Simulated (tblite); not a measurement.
Run report: CH4ClNSi (charge −1), property calculation

System: CH4ClNSi, charge −1, multiplicity 2.
Method: IPEA1-xTB, R-SCC (tblite 0.8.0).

The geometry is that of the parent species in another charge or spin state. The geometry comes from this level: PBE0-D4/def2-TZVP.

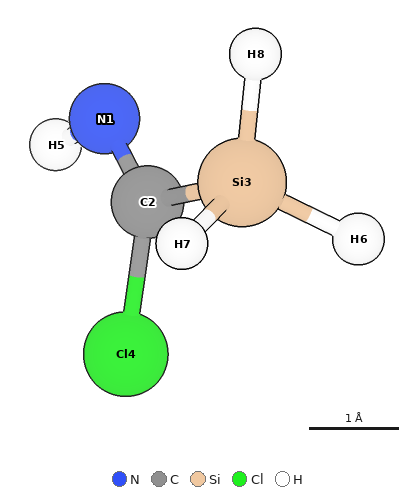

**Figure 1.** The structure (ball-and-stick view, seen at a tilt; atoms are numbered from 1 in the order of the input). Bond lengths as drawn: C–Cl 1.79 Å, C–N 1.25 Å, C–Si 1.89 Å, H–N 1.02 Å and H–Si 1.48 Å.

Input (job.py)
```python
"""IPEA1-xTB single point with population analysis"""
import json
import numpy as np
from tblite.interface import Calculator
from tblite.interface import symbols_to_numbers

symbols = list(map(str, np.loadtxt("geom.xyz", skiprows=2, usecols=0, dtype=str, ndmin=1)))
numbers = np.array(symbols_to_numbers(symbols))
positions = np.loadtxt("geom.xyz", skiprows=2, usecols=(1, 2, 3), ndmin=2) / 0.5291772

calculator = Calculator("IPEA1-xTB", numbers, positions, charge=-1, uhf=1)
calculator.set("accuracy", 0.1)
calculator.set("max-iter", 100)
calculator.add("bond-orders")
calculator.add("molecular-multipoles")
res = calculator.singlepoint()

thr = 0.3
print(f"E(total): {res.get('energy'):.8f} Eh")
eps = np.atleast_2d(res.get("orbital-energies")) * 27.211386
occ = np.atleast_2d(res.get("orbital-occupations"))
filled = occ.sum(axis=0) if eps.shape[0] == 1 else occ[0]
homo = np.nonzero(filled > 0.5)[0].max()
print(f"HOMO {eps[0, homo]:.4f} eV")
if homo + 1 < eps.shape[1]:
    print(f"LUMO {eps[0, homo + 1]:.4f} eV, gap {eps[0, homo + 1] - eps[0, homo]:.4f} eV")
mu = res.get("dipole") * 2.541746
print(f"Dipole moment: {np.linalg.norm(mu):.4f} D, components " + " ".join(f"{c:.4f}" for c in mu))
q = res.get("charges")
print("atom     charge    atomic energy/Eh")
for i, (s, e) in enumerate(zip(symbols, res.get("energies"))):
    print(f"{s:<2}{i + 1:<3} {q[i]:9.4f} {e:14.6f}")
bo = res.get("bond-orders")
bo = bo[..., 0] if bo.ndim == 3 else bo
print("Wiberg-Mayer bond orders above {}:".format(thr))
for i in range(len(symbols)):
    for k in range(i):
        if bo[i, k] > thr:
            print(f"  {symbols[k]}{k + 1}-{symbols[i]}{i + 1}  {bo[i, k]:.3f}")
print("traceless quadrupole (xx xy yy xz yz zz, e bohr^2):", np.round(res.get("quadrupole"), 4))
out = {k: np.asarray(res.get(k)).tolist() for k in ("energy", "gradient", "charges", "dipole", "orbital-energies", "orbital-occupations", "bond-orders", "energies", "quadrupole")}
out.update(symbols=symbols, positions=(positions * 0.529177210903).tolist())
json.dump(out, open("results.json", "w"))
```

File geom.xyz
```
8

N     -0.134000     1.454700    -0.961900
C     -0.418500     0.335400    -0.490000
Si     0.653400    -0.598300     0.760300
Cl    -1.899100    -0.560600    -0.931300
H     -0.820600     1.817500    -1.623900
H      1.022600    -1.900500     0.155700
H     -0.163500    -0.822600     1.976900
H      1.851900     0.217300     1.058400
```

Command:
```bash
python job.py
```

What the program printed
```
------------------------------------------------------------
  cycle        total energy    energy error   density error
------------------------------------------------------------
      1     -14.58120375436  -1.4720846E+01   5.2187259E-01
      2     -14.68037227671  -9.9168522E-02   3.3934518E-01
      3     -14.73705799673  -5.6685720E-02   2.3841894E-01
      4     -14.87857391543  -1.4151592E-01   5.3092648E-02
      5     -14.88523790142  -6.6639860E-03   1.2018555E-02
      6     -14.88549608856  -2.5818714E-04   4.6512897E-03
      7     -14.88553999486  -4.3906292E-05   6.8042701E-04
      8     -14.88554012632  -1.3146670E-07   2.3946312E-04
      9     -14.88554025818  -1.3185864E-07   6.1898814E-05
     10     -14.88554027328  -1.5093883E-08   1.3244097E-05
     11     -14.88554027365  -3.7788261E-10   3.1679692E-06
     12     -14.88554027369  -3.2548186E-11   4.3433915E-07
------------------------------------------------------------

 total:                                   0.005 sec
E(total): -14.88554027 Eh
HOMO -2.4277 eV
LUMO -1.6561 eV, gap 0.7716 eV
Dipole moment: 2.5358 D, components 1.9100 -0.4470 1.6070
atom     charge    atomic energy/Eh
N 1     -0.4130      -3.715395
C 2      0.0475      -2.390417
Si3     -0.1201      -2.097167
Cl4     -0.3597      -4.459592
H 5      0.1080      -0.577193
H 6     -0.0874      -0.546003
H 7     -0.0875      -0.546010
H 8     -0.0878      -0.553764
Wiberg-Mayer bond orders above 0.3:
  N1-Si3  0.992
  C2-Cl4  0.959
traceless quadrupole (xx xy yy xz yz zz, e bohr^2): [-2.9729 -9.2806 -0.4025 -5.8969  1.6045  3.3754]
```

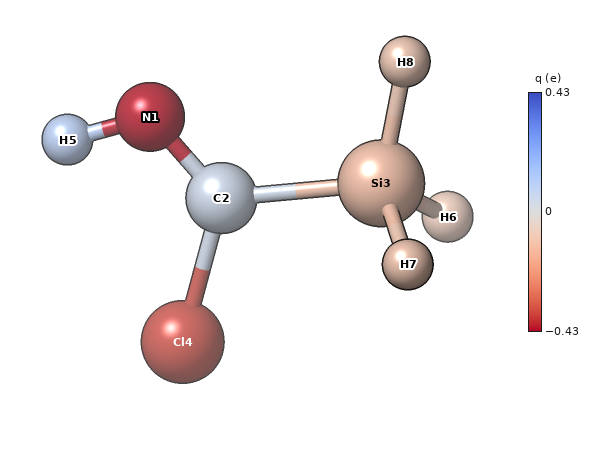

**Figure 2.** Mulliken charges, as the colour of each atom (ball-and-stick view, seen at a tilt; atoms are numbered from 1 in the order of the input). By element: N −0.41, C +0.05, Si −0.12, Cl −0.36 and H −0.09 to +0.11 e.

Results in brief

| quantity | value |
| --- | --- |
| outcome | converged |
| total energy | −14.885540 hartree |
| basis functions | 36 |
| largest force | 7.313 eV/Å |
| hardware | 1 thread of Arm Neoverse V1, 24 GiB of memory available, shared host |
| peak memory | 0.11 GiB |

Remarks

Settings chosen away from the usual ones: accuracy; max_iter.
